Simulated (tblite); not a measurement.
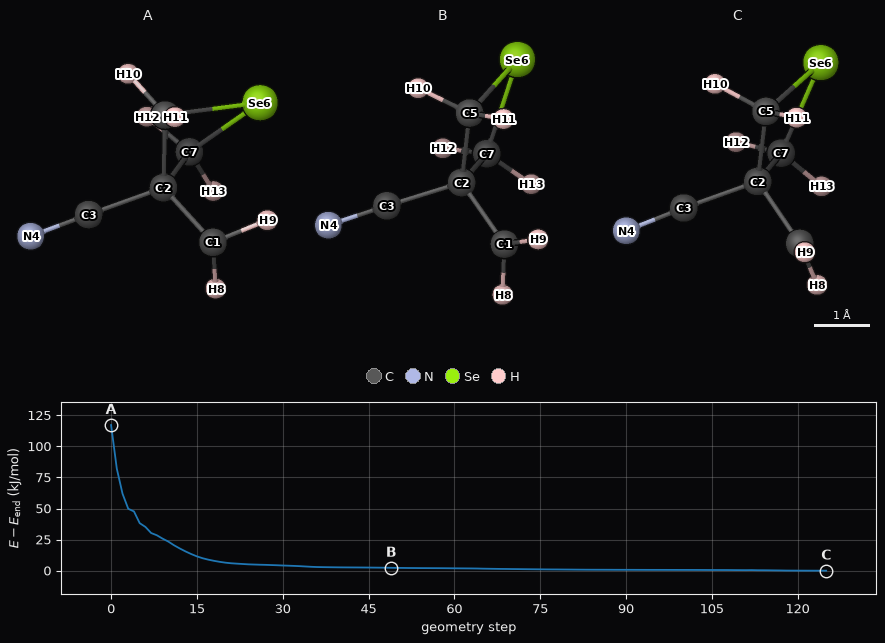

Frames of a relaxation of C$_{5}$H$_{6}$NSe (multiplicity 2), marked on the history of the run. The picture is a ball-and-stick view, seen face on.

Method: GFN2-xTB geometry optimisation, gas phase (tblite). 

### What happens along the run?

The energy falls by 117.1 kJ/mol in 125 geometry steps. The atom that moves furthest after the best rigid fit is H9 (1.32 Å). By element the largest moves are H 1.32 Å, Se 1.04 Å, C 0.23 Å, N 0.15 Å. Some distances before and after: C1–Se6 2.842 → 3.551 Å, Se6–C7 1.921 → 1.981 Å, C1–H8 1.118 → 1.073 Å, C2–C7 1.498 → 1.542 Å. Among the angles between lasting bonds that change: C2–C1–H8 106.0° → 120.0°, C5–C2–C7 89.0° → 99.4°, C2–C5–Se6 85.4° → 92.7°. The run took 0.55 s on 1 thread of Arm Neoverse V2 (shared host). From step 0 to 49: Se6 moves most (1.16 Å), energy −114.8 kJ/mol. From step 49 to 125: H9 moves most (0.59 Å), energy −2.30 kJ/mol.

```tsv
step	E − E(0), kJ/mol
0	0.00
1	-35.10
2	-55.23
3	-67.35
4	-69.49
5	-78.91
6	-81.94
7	-86.84
8	-88.65
9	-91.36
10	-93.72
16	-107.12
22	-111.48
28	-112.61
34	-113.76
40	-114.46
46	-114.66
52	-114.99
58	-115.14
64	-115.40
71	-115.86
77	-116.14
83	-116.34
89	-116.42
95	-116.49
101	-116.53
107	-116.60
113	-116.77
119	-117.06
125	-117.13
```
